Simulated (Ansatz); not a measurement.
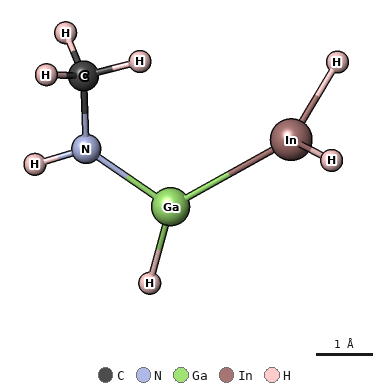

This is the input geometry for a relaxation of CH₇GaInN. The picture is a ball-and-stick view, seen at a tilt.

The start comes from GFN2-xTB.

All numbers below come from RKS PBE0-D4/def2-TZVP in Ansatz.

Input file:
```yaml
crystal:
  periodic: [false, false, false]
  atoms:
    - {symbol: C, position_ang: [-0.865950, 1.399620, -0.088770]}
    - {symbol: N, position_ang: [0.171360, 1.090990, 0.886000]}
    - {symbol: Ga, position_ang: [1.129640, -0.491280, 0.970210]}
    - {symbol: In, position_ang: [0.390700, -2.206240, -0.973100]}
    - {symbol: H, position_ang: [-0.618270, 2.280610, -0.691860]}
    - {symbol: H, position_ang: [-1.839380, 1.567960, 0.385760]}
    - {symbol: H, position_ang: [-0.968850, 0.538620, -0.773670]}
    - {symbol: H, position_ang: [0.304350, 1.871010, 1.522210]}
    - {symbol: H, position_ang: [2.159360, -0.445470, 2.240940]}
    - {symbol: H, position_ang: [1.290280, -2.489550, -2.498970]}
    - {symbol: H, position_ang: [-1.153230, -3.116280, -0.978760]}
basis:
  gaussian: {orbitals: def2-TZVP}
hamiltonian: {xc: pbe0, dispersion: d4}
relax: {f_tol: 0.005, max_steps: 150}
```

Command:
```bash
ansatz run in.yaml --threads 4 --pin off --events-out ev --progress --plain --max-ram 10444MiB
```

Q: Predict the outcome.

A: After 17 geometry steps the energy has fallen by 0.144 eV. Largest force component: 0.65 eV/Å at the start, 0.0021 eV/Å at the end. The atom that moves furthest after the best rigid fit is H11 (0.53 Å). Largest moves by element: H 0.53 Å, Ga 0.16 Å, C 0.13 Å, In 0.08 Å, N 0.07 Å. Some distances before and after: Ga3–In4 2.695 → 2.613 Å, Ga3–H9 1.636 → 1.575 Å, In4–H10 1.794 → 1.736 Å, N2–Ga3 1.852 → 1.824 Å. Bond angles that change, for instance: In4–Ga3–H9 138.6° → 129.3°, N2–Ga3–In4 111.7° → 117.7°, Ga3–N2–H8 124.1° → 118.5°.

Final geometry:

```xyz
11

C    -0.8714    1.5271   -0.0947
N     0.1264    1.0752    0.8409
Ga    0.9987   -0.5259    0.8885
In    0.4116   -2.2852   -0.9529
H    -0.5555    2.4191   -0.6503
H    -1.8287    1.7589    0.3890
H    -1.0699    0.7452   -0.8344
H     0.3430    1.7632    1.5460
H     2.0250   -0.6329    2.0786
H     1.2617   -2.3755   -2.4636
H    -0.8408   -3.4693   -0.7472
```

After the run, drawn alike:

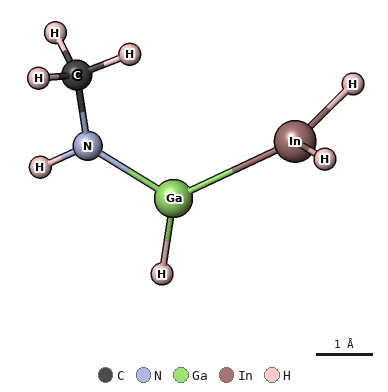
